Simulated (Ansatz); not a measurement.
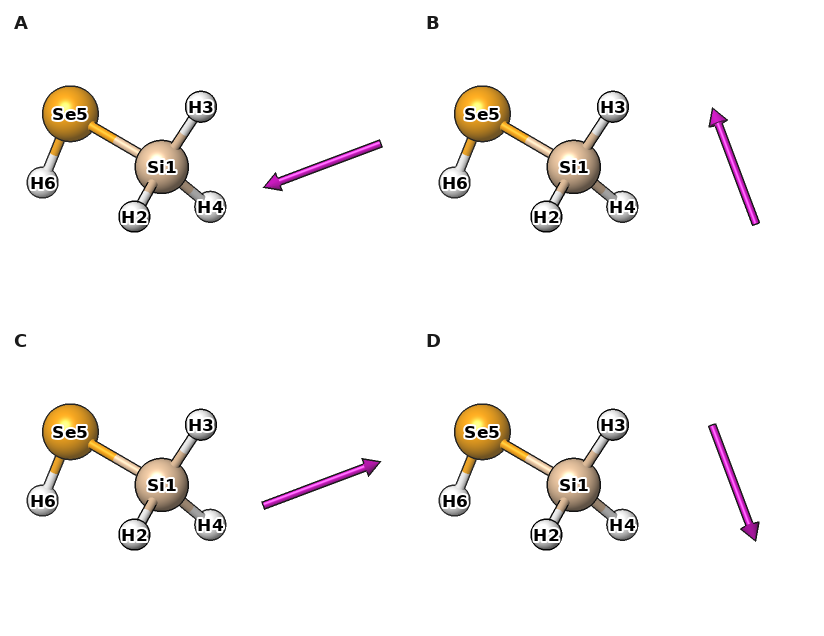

The same molecule four times, each with an arrow. Computed geometry: PBE0-D4/def2-TZVP optimisation. Method: RKS PBE0-D4/def2-TZVP (Ansatz 0.2.0).

### Which arrow points along the dipole moment, from the negative to the positive end?

D. The dipole moment is 0.89 D; it points from the side of Se5 to the side of H2, H4 (the outermost atoms at the two ends).
